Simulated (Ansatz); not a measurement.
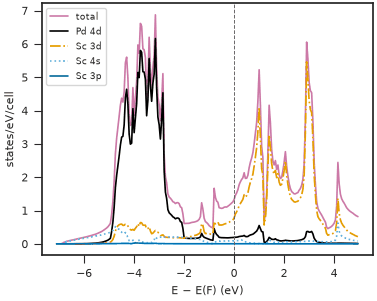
Fig. 1. Total and projected density of states of ScPd (CsCl type, Pm-3m), the program Ansatz at the PBEsol level (PAW)

**Question.** Which orbitals carry the states next to the Fermi level?

**Answer.** Within 0.5 eV of the Fermi level: Sc 3d 61 %, Pd 4d 14 %, Sc 4s 6 %, outside the projected shells 18 %. Projections are on Löwdin-orthogonalised atomic valence shells; empty p or d shells of many metals are not among them.

**Question.** Where is the tallest occupied peak in this window, and what makes it?

**Answer.** Near -3.1 eV, about 6.9 states/eV per cell; the largest projected share is Pd 4d.

The first step of the workflow began from a Materials Project structure, measured or hypothetical; the Crystallography Open Database files this formula in space group No. 221, but the cells were not matched. Its standing as an ambient phase is unchecked. Symmetry was held in the PBEsol relaxation; of distortions, only those at the zone centre were tested. No spin polarisation was allowed. Scalar-relativistic: spin–orbit coupling is off unless named, which matters more the heavier the elements.

Potentials: the later of the program's two PAW sets.
